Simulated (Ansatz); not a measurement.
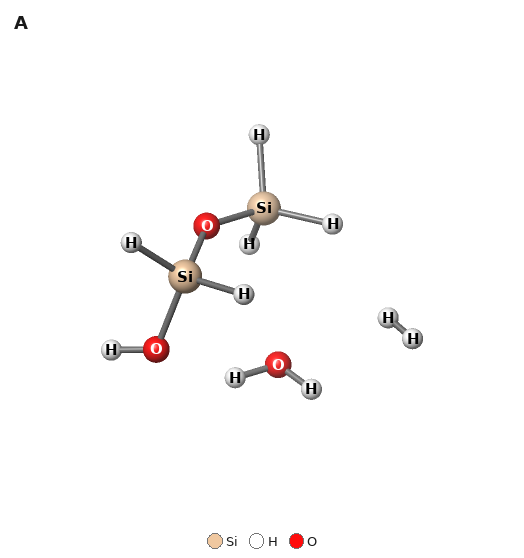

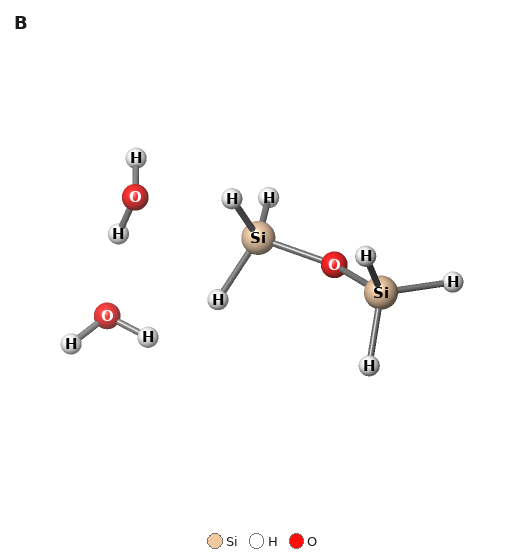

2 stationary structures of one formula. Geometries: PBE0-D4/def2-TZVP. Electronic energies: CCSD(T)/CBS (MP2 limit from def2-TZVPP and def2-QZVPP plus CCSD(T) − MP2) (Ansatz 0.2.0), without zero-point energy. No frequency run is at hand to confirm each as a minimum. Each is one conformer, not always the lowest.

> Rank them by energy, lowest first.

A is lowest; B lies 0.829 eV above it (a minimum).
